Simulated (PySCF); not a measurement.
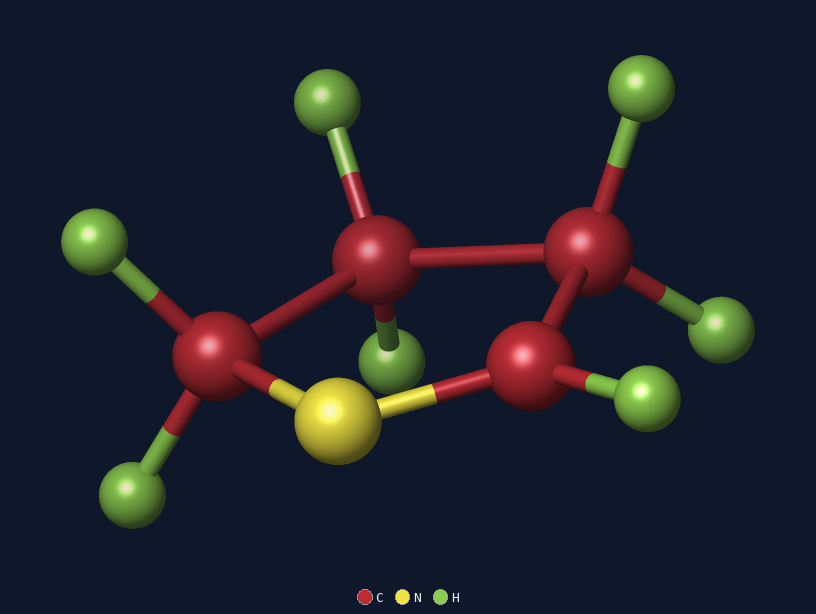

The picture shows a molecular structure as a ball-and-stick model.

Identify the structure.

The molecule is C₄H₇N. SMILES: `C1=NCCC1`. Independent rings (smallest set): 1 of 5 members. Among its groups: imine. Coordination: 1 C trigonal planar; 1 N bent; 3 C tetrahedral.

The parts below concern this one geometry. Atoms keep their numbers from picture to picture. The geometry was computed by an optimisation with PBE0-D3(BJ)/def2-TZVP. No frequency run is at hand to confirm it as a minimum.

### Levels of theory compared

No frequency run is at hand to confirm it as a minimum. Program: PySCF 2.14.0.

Tabulate HOMO–LUMO gap (eV) at these levels: B97-2/pcSseg-2; KT3/pcSseg-2; PBE0/pcSseg-2; WP04/pcSseg-2 in chloroform (IEF-PCM); ωB97X-D/pcSseg-2; ωB97X-D/pcSseg-2 in chloroform (IEF-PCM).

```csv
level,HOMO–LUMO gap (eV)
B97-2/pcSseg-2,7.19
KT3/pcSseg-2,5.15
PBE0/pcSseg-2,7.54
WP04/pcSseg-2 in chloroform (IEF-PCM),6.53
ωB97X-D/pcSseg-2,11.30
ωB97X-D/pcSseg-2 in chloroform (IEF-PCM),11.44
```

### Ring current

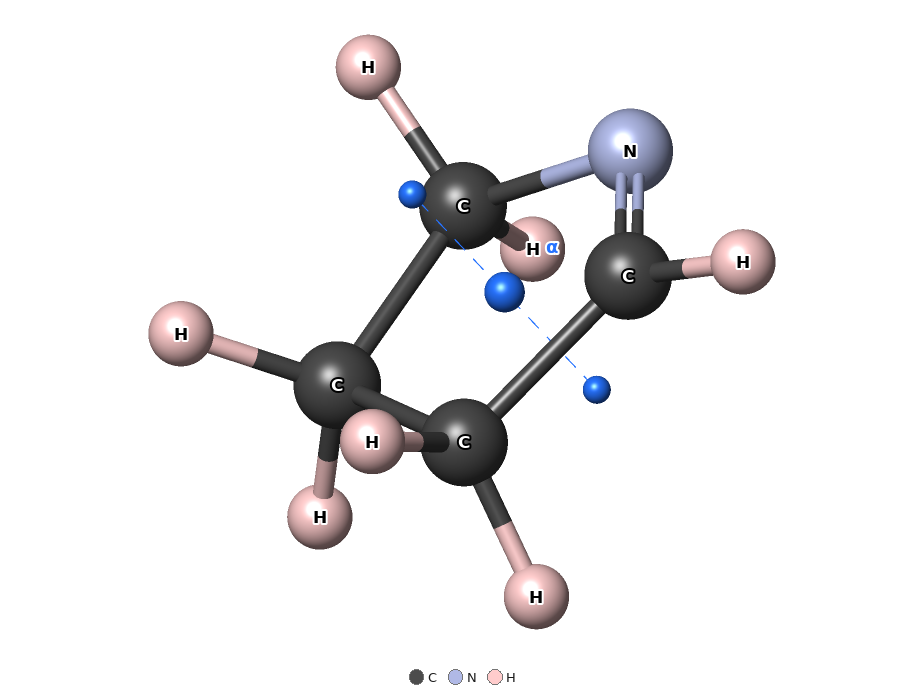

The small points mark where nucleus-independent chemical shifts (NICS) were computed: at the centre of each lettered ring and 1 Å above and below it. No frequency run is at hand to confirm it as a minimum. Level of theory: GIAO WP04/pcSseg-2 NMR shielding, non-relativistic, IEF-PCM chloroform (PySCF 2.14.0).

Give NICS(0), NICS(1) and the out-of-plane component NICS(1)zz for each ring (means of the two sides).

```json
{"ring": "α", "members": "C4N", "NICS(0)": "−1.9", "NICS(1)": "−2.8", "NICS(1)zz": "−5.0"}
```

Values in ppm.

What do the values say about the ring currents?

Answer. Ring α: weak, as in a non-aromatic ring. NICS is one index among several.

### NMR shielding

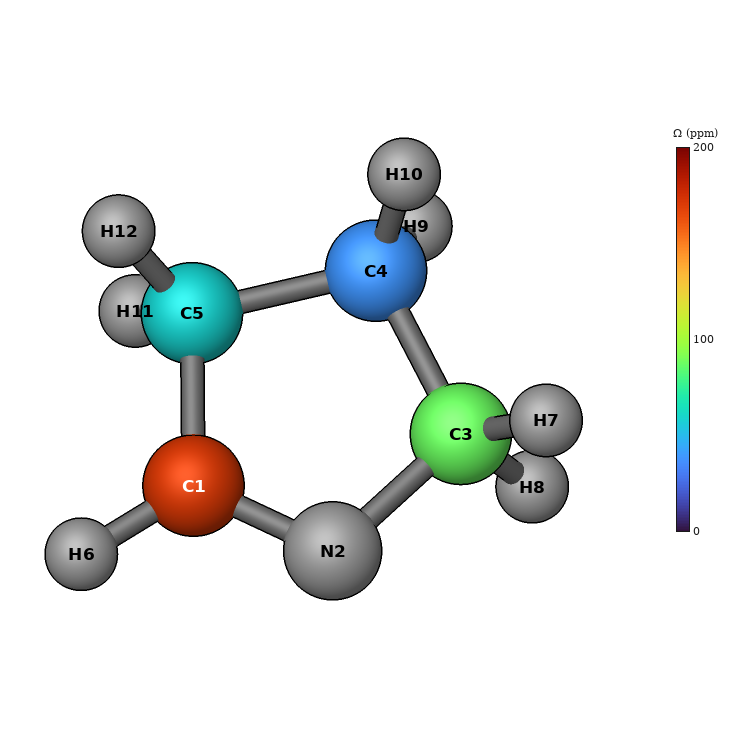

The C atoms are coloured by the span of their shielding tensor. No frequency run is at hand to confirm it as a minimum. Method: GIAO KT3/pcSseg-2 NMR shielding, non-relativistic, gas phase (PySCF 2.14.0). Principal shieldings σ11 ≤ σ22 ≤ σ33, span Ω = σ33 − σ11, skew κ = 3(σiso − σ22)/Ω.

Which C atom has the most anisotropic shielding?

Answer. C1, with a span of 171 ppm.

Give the shielding tensors of the C atoms.

| atom | σ11 | σ22 | σ33 | σiso | Ω | κ |
| --- | --- | --- | --- | --- | --- | --- |
| C1 | −73.3 | 35.8 | 97.4 | 20.0 | 170.7 | −0.28 |
| C3 | 72.1 | 113.2 | 160.3 | 115.2 | 88.2 | 0.07 |
| C4 | 136.9 | 170.6 | 175.2 | 160.9 | 38.4 | −0.76 |
| C5 | 113.0 | 141.9 | 172.0 | 142.3 | 59.0 | 0.02 |

Shieldings and span in ppm.
